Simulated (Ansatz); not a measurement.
**Run report: Li₈Br₈, single-point calculation**

System: Li₈Br₈ (2x2x4 LiBr rock-salt block).
Method: UKS SVWN5/def2-TZVP (Ansatz 0.2.0).

The geometry comes from this level: PBE-D4/def2-SVP. Figures and captions count atoms from 1; the log counts them from 0 in places.

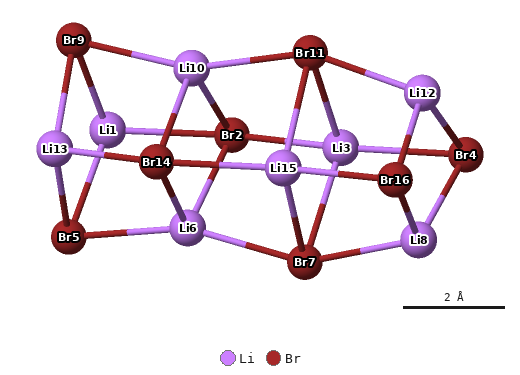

Figure 1. The input geometry (ball-and-stick view, seen at a tilt; atoms are numbered from 1 in the order of the input). Sticks mark near contacts.

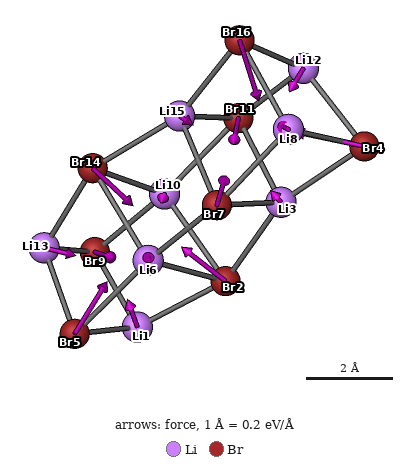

Figure 2. Forces on the atoms as pink arrows (ball-and-stick view, seen at a tilt; atoms are numbered from 1 in the order of the input). The largest act on Br4, Br5, Br9, Br16 (0.33 eV/Å); Br2, Br7, Br11, Br14 (0.27 eV/Å); Li1, Li8, Li12, Li13 (0.16 eV/Å). The geometry is not a stationary point of this energy.

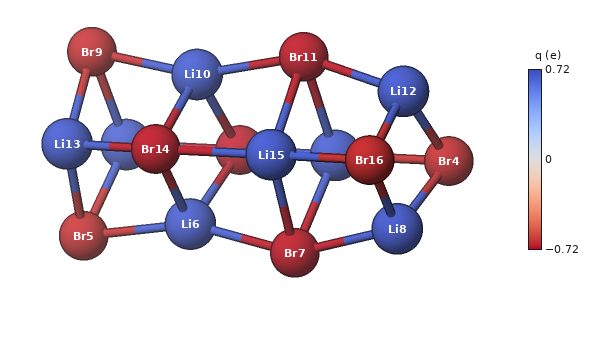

Figure 3. Mulliken charges, as the colour of each atom (ball-and-stick view, seen at a tilt; atoms are numbered from 1 in the order of the input). By element: Li +0.66 to +0.67 and Br −0.68 to −0.65 e.

The input that produced these results follows, with the program's output.

The input
```yaml
crystal:
  periodic: [false, false, false]
  atoms:
    - {symbol: Li, position_ang: [-1.045118, -1.039142, -3.599424]}
    - {symbol: Br, position_ang: [-1.487160, -1.480788, -1.200989]}
    - {symbol: Li, position_ang: [-1.133432, -1.130337, 1.299772]}
    - {symbol: Br, position_ang: [-1.392374, -1.390563, 3.812715]}
    - {symbol: Br, position_ang: [-1.393734, 1.395164, -3.810630]}
    - {symbol: Li, position_ang: [-1.131740, 1.134512, -1.297997]}
    - {symbol: Br, position_ang: [-1.479968, 1.486063, 1.203444]}
    - {symbol: Li, position_ang: [-1.035784, 1.042573, 3.601134]}
    - {symbol: Br, position_ang: [1.387838, -1.395980, -3.812232]}
    - {symbol: Li, position_ang: [1.129343, -1.134360, -1.299524]}
    - {symbol: Br, position_ang: [1.481770, -1.485963, 1.201106]}
    - {symbol: Li, position_ang: [1.041768, -1.042144, 3.599509]}
    - {symbol: Li, position_ang: [1.039547, 1.038380, -3.601240]}
    - {symbol: Br, position_ang: [1.484854, 1.480972, -1.203593]}
    - {symbol: Li, position_ang: [1.135422, 1.130649, 1.297736]}
    - {symbol: Br, position_ang: [1.398756, 1.390965, 3.810195]}
basis:
  gaussian: {orbitals: def2-TZVP, final_grid: {core_spheres: 8, valence_spheres: 7, degree: 23}}
magnetization: {spin_polarized: true, initial_magnetization: 0}
hamiltonian: {xc: {name: SVWN5}}
scf: {omitted_lower_state_checks: [starts]}
output: {forces: true}
```

Command:
```bash
ansatz run in.yaml --threads 4 --pin off --events-out ev --progress --plain --max-ram 6963MiB
```

Log
```
Functional definition: SVWN5
  name "SVWN5"
  cite "Dirac, Proc. Camb. Phil. Soc. 26, 376 (1930) doi:10.1017/S0305004100016108"
  cite "Slater, Phys. Rev. 81, 385 (1951) doi:10.1103/PhysRev.81.385"
  cite "Vosko, Wilk & Nusair, Can. J. Phys. 58, 1200 (1980) doi:10.1139/p80-159"
  exchange = slater_x
  correlation = vwn5_c
these checks for a lower state are left out or cut short: starts
4040 factors; their error is unknown
mean field evaluation 1: about -561230.3741 eV, gradient 3.5e1 eV
mean field evaluation 2: about -561225.8858 eV, gradient 4.2e1 eV
mean field evaluation 4: about -561236.3340 eV, gradient 2.2e0 eV
mean field evaluation 8: about -561236.3462 eV, gradient 7.8e-2 eV
mean field evaluation 16: about -561236.1718 eV, gradient 2.4e-5 eV
mean field -561236.17175239 eV, -20625.0488923599 hartree, gradient 2.4e-5 eV, S^2 0.000000; 0 other end points of the search recorded, 0 dependent functions left out
the calculation of the forces begins
reference -561236.17183267 eV, -20625.0488953100 hartree; 152, 152 occupied and 344, 344 virtual orbitals, 4040 factors
Total energy: -561236.17183267 eV, -20625.0488953100 hartree
Atom 0 at    -1.045118    -1.039142    -3.599424 Å, force     0.095465     0.095225     0.078024 eV/Å
Atom 1 at    -1.487160    -1.480788    -1.200989 Å, force     0.191582     0.190832    -0.013763 eV/Å
Atom 2 at    -1.133432    -1.130337     1.299772 Å, force     0.057072     0.056728     0.010944 eV/Å
Atom 3 at    -1.392374    -1.390563     3.812715 Å, force     0.200387     0.200003    -0.178513 eV/Å
Atom 4 at    -1.393734     1.395164    -3.810630 Å, force     0.200078    -0.200543     0.178224 eV/Å
Atom 5 at    -1.131740     1.134512    -1.297997 Å, force     0.056929    -0.057212    -0.011138 eV/Å
Atom 6 at    -1.479968     1.486063     1.203444 Å, force     0.190859    -0.191403     0.013444 eV/Å
Atom 7 at    -1.035784     1.042573     3.601134 Å, force     0.095149    -0.095582    -0.078063 eV/Å
Atom 8 at     1.387838    -1.395980    -3.812232 Å, force    -0.199775     0.200637     0.178297 eV/Å
Atom 9 at     1.129343    -1.134360    -1.299524 Å, force    -0.056881     0.056971    -0.010889 eV/Å
Atom 10 at     1.481770    -1.485963     1.201106 Å, force    -0.190786     0.191628     0.013774 eV/Å
Atom 11 at     1.041768    -1.042144     3.599509 Å, force    -0.095272     0.095472    -0.077988 eV/Å
Atom 12 at     1.039547     1.038380    -3.601240 Å, force    -0.095504    -0.095104     0.078123 eV/Å
Atom 13 at     1.484854     1.480972    -1.203593 Å, force    -0.191484    -0.190869    -0.013395 eV/Å
Atom 14 at     1.135422     1.130649     1.297736 Å, force    -0.057022    -0.056932     0.011096 eV/Å
Atom 15 at     1.398756     1.390965     3.810195 Å, force    -0.200796    -0.199852    -0.178177 eV/Å
Dipole moment:     0.000008     0.000140    -0.000030 e Å
Checks for a lower state left out: starts
```

Results in brief

| quantity | value |
| --- | --- |
| outcome | converged |
| total energy | −561236.1718 eV |
| SCF solution under orbital rotations | stable |
| largest force (length of the vector) | 0.335 eV/Å |
| dipole moment | 0.00 D |
| hardware | 4 threads of Arm Neoverse V1, 23 GiB of memory available, shared host |
| wall time | 16 s (CPU time 61 s) |
| peak memory | 2.1 GiB |
